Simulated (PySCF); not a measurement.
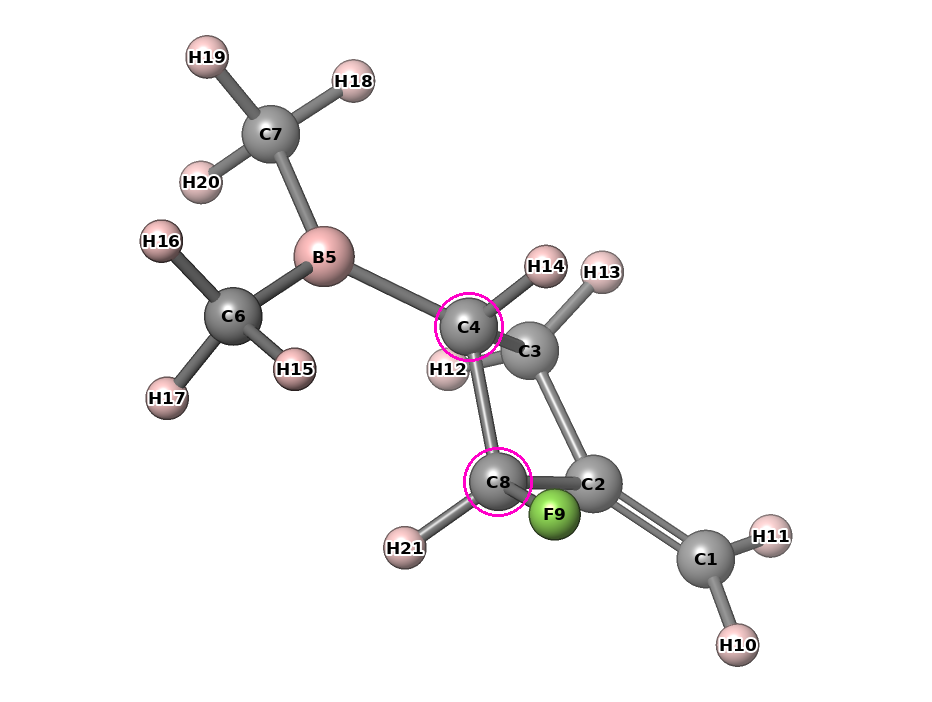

Atoms fade into the background with distance from the viewer. Circles mark the stereogenic atoms. The computed structure is the end point of a PBE0-D3(BJ)/def2-SVP optimisation. No frequency run is at hand to confirm it as a minimum.

What are the Cahn–Ingold–Prelog descriptors?

C4: R (priorities C8 > C3 > B5 > H14); C8: S (priorities F9 > C2 > C4 > H21).

Write the isomeric SMILES.

C=C1C[C@@H](B(C)C)[C@@H]1F
